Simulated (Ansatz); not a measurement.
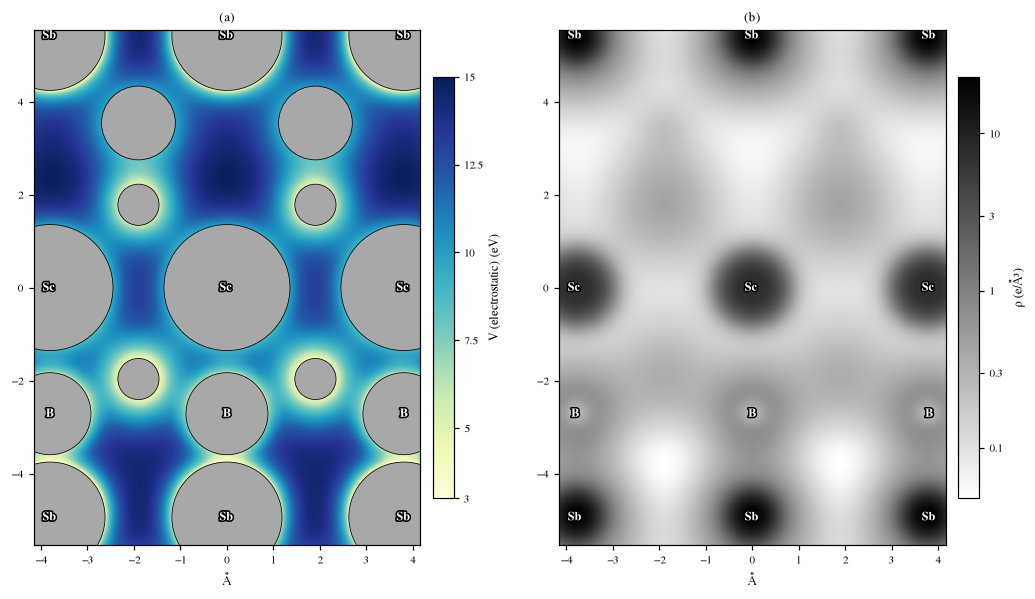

Sc2BSb3. (a) electrostatic potential energy of an electron; (b) valence pseudo-density on the (100) plane of the conventional cell. Grey discs cover the atomic cores in the potential map.

Space group P3m1; a generated structure, not necessarily the stable one; changed on purpose from its base cell (volume × 0.94, shape and atoms relaxed); computed pressure about 5 GPa in this cell.

These are results of DFT PBE, scalar-relativistic, plane waves, PAW (Ansatz), not measurements.

```
Sc B Sb
1.0
     3.80594    0.00000    0.00000
    -1.90297    3.29604    0.00000
     0.00000    0.00000   10.36044
Sc B Sb
2 1 3
Direct
  0.33333 0.66667 0.83244
  0.66667 0.33333 0.17408
  0.33333 0.66667 0.57061
  0.33333 0.66667 0.35598
  0.66667 0.33333 0.64261
  0.00000 0.00000 0.00429
```

Question: What do the fields say about this system?

Answer: Atoms in the plane: Sc, B and Sb. B–Sb (2.22 Å): the density is about 0.65 e/Å³ at the midpoint. Sc–B (2.71 Å): the density is about 0.19 e/Å³ at the midpoint. Between the atoms the lowest density in this plane is 0.05 e/Å³. Outside the cores the potential energy rises away from the atoms and is highest about 2.3 Å from the nearest atoms; its zero is arbitrary.
